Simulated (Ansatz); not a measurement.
# One shape, several levels: triplet C2H3FGe

Wanted: a comparison of 6 runs (UHF/STO-3G, UHF/cc-pVDZ, U-r2SCAN/cc-pVDZ, U-r2SCAN0/cc-pVDZ, UPBE-QIDH/cc-pVDZ, RPA@PBE0/cc-pVDZ) of triplet C2H3FGe. 

Program for the calculation: Ansatz 0.2.0.

63 further runs of the same task are left out: 63 set aside as unsound or not needed. Runs told in other sessions of the task aren't counted.

## Step 1: The system as given

C2H3FGe has 7 atoms, charge 0, and is taken as a triplet. As SMILES of the parent species, `C#[C][GeH2][F]`. The coordinates come from a PBE0-D4/def2-TZVP relaxation. That shape belongs to the parent species and isn't relaxed for this state.

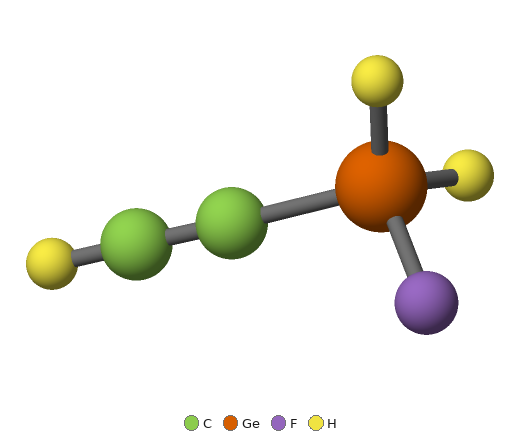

The structure, seen from a chosen angle (carbon green, germanium orange, fluorine purple, hydrogen yellow).

## Step 2: A single-point energy at UHF/STO-3G (run 1)

in.yaml

```yaml
crystal:
  periodic: [false, false, false]
  atoms:
    - symbol: C
      position_ang: [1.589600, -1.011400, 0.749400]
    - symbol: C
      position_ang: [0.653200, -0.399300, 0.302800]
    - symbol: Ge
      position_ang: [-0.795200, 0.603200, -0.384600]
    - symbol: F
      position_ang: [-1.928600, -0.538300, -1.040400]
    - symbol: H
      position_ang: [2.414700, -1.560800, 1.142300]
    - symbol: H
      position_ang: [-1.525800, 1.349500, 0.733200]
    - symbol: H
      position_ang: [-0.346600, 1.489200, -1.548300]
basis:
  gaussian:
    orbitals: STO-3G
magnetization:
  spin_polarized: true
  initial_magnetization: 2
hamiltonian:
  xc: hf
accuracy: high
output:
  orbitals: {seedname: orbitals}
```

The run is started by

```bash
$ ansatz run in.yaml --threads 1 --pin off --max-ram 2610MiB --events-out events.jsonl --progress --plain --runs-dir runs
```

What it wrote:

```text
Warning: RAYON_NUM_THREADS=1 ignored (pool sized by the plan → 1); use --threads N
Functional definition: HF
  name "HF"
  exchange = exact_x
  correlation = 0
615 factors; integrals over basis functions are off by at most 7.6e-9 eV
mean field evaluation 1: about -60570.2115 eV, gradient 1.4e1 eV
mean field evaluation 2: about -60570.3102 eV, gradient 1.4e1 eV
mean field evaluation 4: about -60573.5419 eV, gradient 2.2e0 eV
mean field evaluation 8: about -60573.6745 eV, gradient 6.6e-2 eV
mean field evaluation 16: about -60574.6448 eV, gradient 3.3e-1 eV
mean field evaluation 32: about -60574.6764 eV, gradient 1.8e-5 eV
mean field evaluation 64: about -60574.6348 eV, gradient 1.5e-1 eV
mean field evaluation 96: about -60573.7443 eV, gradient 4.5e0 eV
mean field evaluation 128: about -60574.6263 eV, gradient 3.7e-2 eV
mean field evaluation 160: about -60573.4998 eV, gradient 8.7e-2 eV
mean field evaluation 192: about -60573.6720 eV, gradient 1.1e-4 eV
mean field -60574.67644314 eV, -2226.0783002951 hartree, gradient 8.0e-8 eV, S^2 2.022447; 4 other end points of the search recorded, 0 dependent functions left out
reference -60574.67644314 eV, -2226.0783002951 hartree; 29, 27 occupied and 7, 9 virtual orbitals, 615 factors
Total energy: -60574.67644314 eV, -2226.0783002951 hartree
```

Run time: 0.84 s. Hardware: 1 thread of AMD EPYC 9R45 (Zen 5), shared host.

## Step 3: The energy at UHF/cc-pVDZ (run 2)

Edit in.yaml of step 2 so:

```diff
@@ -19,3 +19,3 @@
   gaussian:
-    orbitals: STO-3G
+    orbitals: cc-pVDZ
 magnetization:
```

The run is started by

```bash
$ ansatz run in.yaml --threads 1 --pin off --max-ram 2610MiB --events-out events.jsonl --progress --plain --runs-dir runs
```

What it wrote, shortened:

```text
Warning: RAYON_NUM_THREADS=1 ignored (pool sized by the plan → 1); use --threads N
[... 2 set-up lines as earlier in the session ...]
[...]
1814 factors; integrals over basis functions are off by at most 4.7e-9 eV
[...]
mean field -61281.92576000 eV, -2252.0692332988 hartree, gradient 5.8e-8 eV, S^2 2.018171; 5 other end points of the search recorded, 0 dependent functions left out
reference -61281.92576000 eV, -2252.0692332988 hartree; 29, 27 occupied and 55, 57 virtual orbitals, 1814 factors
Total energy: -61281.92576000 eV, -2252.0692332988 hartree
```

Wall time 8.1 s (1 thread of AMD EPYC 9R45 (Zen 5), shared host); peak memory 0.46 GiB.

Run 3 isn't shown in full; the table further down has it.

## Step 4: A single-point energy at U-r2SCAN0/cc-pVDZ (run 4)

molecule.yaml

```yaml
crystal:
  periodic: [false, false, false]
  atoms:
    - symbol: C
      position_ang: [1.589600, -1.011400, 0.749400]
    - symbol: C
      position_ang: [0.653200, -0.399300, 0.302800]
    - symbol: Ge
      position_ang: [-0.795200, 0.603200, -0.384600]
    - symbol: F
      position_ang: [-1.928600, -0.538300, -1.040400]
    - symbol: H
      position_ang: [2.414700, -1.560800, 1.142300]
    - symbol: H
      position_ang: [-1.525800, 1.349500, 0.733200]
    - symbol: H
      position_ang: [-0.346600, 1.489200, -1.548300]
basis:
  gaussian:
    orbitals: cc-pVDZ
magnetization:
  spin_polarized: true
  initial_magnetization: 2
hamiltonian:
  xc: {name: r2SCAN0}
accuracy: high
output: {orbitals: {seedname: orbitals}}
```

The run is started by

```bash
$ ansatz run molecule.yaml --threads 1 --pin off --max-ram 2610MiB --events-out events.jsonl --progress --plain --runs-dir runs
```

What it wrote:

```text
Warning: RAYON_NUM_THREADS=1 ignored (pool sized by the plan → 1); use --threads N
Functional definition: r2SCAN0
  name "r2SCAN0"
  parameter a = 0.25
  parameter k0 = 0.174
  parameter k1 = 0.065
  parameter a1 = 4.9479
  exchange = (1 - a)*r2scan_x(k0 = k0, k1 = k1, a1 = a1) + a*exact_x
  correlation = r2scan_c
1814 factors; integrals over basis functions are off by at most 4.7e-9 eV
mean field evaluation 1: about -61336.5955 eV, gradient 3.9e1 eV
mean field evaluation 2: about -61289.5960 eV, gradient 8.6e1 eV
mean field evaluation 4: about -61344.5751 eV, gradient 1.7e1 eV
mean field evaluation 8: about -61346.3940 eV, gradient 9.3e-1 eV
mean field evaluation 16: about -61346.5727 eV, gradient 1.1e-2 eV
mean field evaluation 32: about -61347.2118 eV, gradient 1.5e-1 eV
mean field -61347.21557442 eV, -2254.4685897236 hartree, gradient 2.9e-8 eV, S^2 2.009952; 2 other end points of the search recorded, 0 dependent functions left out
reference -61347.21557605 eV, -2254.4685897836 hartree; 29, 27 occupied and 55, 57 virtual orbitals, 1814 factors
Total energy: -61347.21557605 eV, -2254.4685897836 hartree
```

It took 28 s on 1 thread of AMD EPYC 9R45 (Zen 5), shared host; peak memory 0.59 GiB.

Run 5 isn't shown in full; the table further down has it.

## Step 5: The energy at RPA@PBE0/cc-pVDZ (run 6)

molecule.yaml

```yaml
crystal:
  periodic: [false, false, false]
  atoms:
    - {symbol: C, position_ang: [1.589600, -1.011400, 0.749400]}
    - {symbol: C, position_ang: [0.653200, -0.399300, 0.302800]}
    - {symbol: Ge, position_ang: [-0.795200, 0.603200, -0.384600]}
    - {symbol: F, position_ang: [-1.928600, -0.538300, -1.040400]}
    - {symbol: H, position_ang: [2.414700, -1.560800, 1.142300]}
    - {symbol: H, position_ang: [-1.525800, 1.349500, 0.733200]}
    - {symbol: H, position_ang: [-0.346600, 1.489200, -1.548300]}
basis:
  gaussian: {orbitals: cc-pVDZ}
magnetization: {spin_polarized: true, initial_magnetization: 2}
hamiltonian: {xc: pbe0}
correlation: {method: rpa, frozen_orbitals: {C: 1, F: 1, Ge: 9, H: 0}}
accuracy: high
```

The run is started by

```bash
$ ansatz run molecule.yaml --threads 1 --pin off --max-ram 2610MiB --events-out events.jsonl --progress --plain --runs-dir runs
```

What it wrote, shortened:

```text
Warning: RAYON_NUM_THREADS=1 ignored (pool sized by the plan → 1); use --threads N
Functional definition: PBE0
  name "PBE0"
[...]
1814 factors; integrals over basis functions are off by at most 4.7e-9 eV
[...]
mean field -61338.48234071 eV, -2254.1476493045 hartree, gradient 2.0e-8 eV, S^2 2.006596; 5 other end points of the search recorded, 0 dependent functions left out
12 core orbitals not correlated: weight in the atoms' cores, before any rotation towards them, 1.000 or more for the frozen orbitals, at most 0.000 for the correlated occupied ones
reference -61281.16225584 eV, -2252.0411750385 hartree; 17, 15 occupied and 55, 57 virtual orbitals, 1814 factors
Total energy: -61301.57726896 eV, -2252.7914129329 hartree
```

Wall time 15 s (1 thread of AMD EPYC 9R45 (Zen 5), shared host); peak memory 0.6 GiB.

## Step 6: Overview of the runs

| run | level | frozen core orbitals | energy (Eh) | HOMO energy (eV) | ⟨S²⟩ | wall time |
| --- | --- | --- | --- | --- | --- | --- |
| 1 | UHF/STO-3G | – | -2226.078300 | -3.43 | 2.022 | 0.84 s |
| 2 | UHF/cc-pVDZ | – | -2252.069233 | -6.46 | 2.018 | 8.1 s |
| 3 | U-r2SCAN/cc-pVDZ | – | -2254.506238 | -2.89 | 2.009 | 27 s |
| 4 | U-r2SCAN0/cc-pVDZ | – | -2254.468590 | -3.92 | 2.010 | 28 s |
| 5 | UPBE-QIDH/cc-pVDZ | 12 | -2253.699086 | -5.47 | 2.011 | 14 s |
| 6 | RPA@PBE0/cc-pVDZ | 12 | -2252.791413 | – | 2.007 | 15 s |

## Step 7: Results

| quantity | value |
| --- | --- |
| run 6: total energy | -2252.79141 Eh |
| run 6: RPA correlation energy (valence) | -750.2 mEh |
| run 6: ⟨S²⟩ of the reference determinant | 2.007 |

In words: Totals of different functionals can't be ranked against each other. In run 1 the basis is minimal, so the values are rough. All runs together took 93 s, the longest 28 s.
